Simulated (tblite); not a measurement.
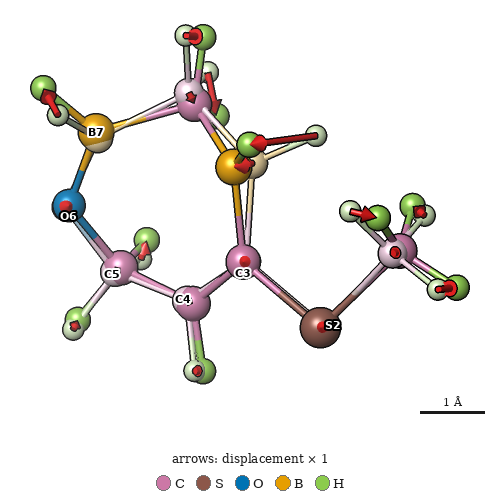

A relaxation of C$_{5}$H$_{10}$B$_{2}$OS. The starting structure is drawn faded, the final one solid; red arrows show the displacements, at their true length. The two geometries are superimposed by the best rigid fit.

The picture is a ball-and-stick view, seen at a tilt.

All numbers below come from GFN2-xTB geometry optimisation, gas phase (tblite). 

Describe the change and its energy.

The atom that moves furthest after the best rigid fit is an H atom (1.46 Å). Largest moves by element: H 1.46 Å, B 0.48 Å, O 0.29 Å, C 0.23 Å, S 0.16 Å. Among the contacts that change: B–O 1.419 → 1.323 Å, C–O 1.330 → 1.415 Å, B–C 1.606 → 1.555 Å, C–C 1.452 → 1.499 Å. Bond angles that change, for instance: C–B–H 109.5° → 122.5°, O–B–C 130.7° → 122.1°, C–B–C 126.7° → 118.4°. Groups turn about B–C by about 55°, B–O by about 40°, B–C by about 35°. Over 149 geometry steps the energy falls by 29.2 kcal/mol.
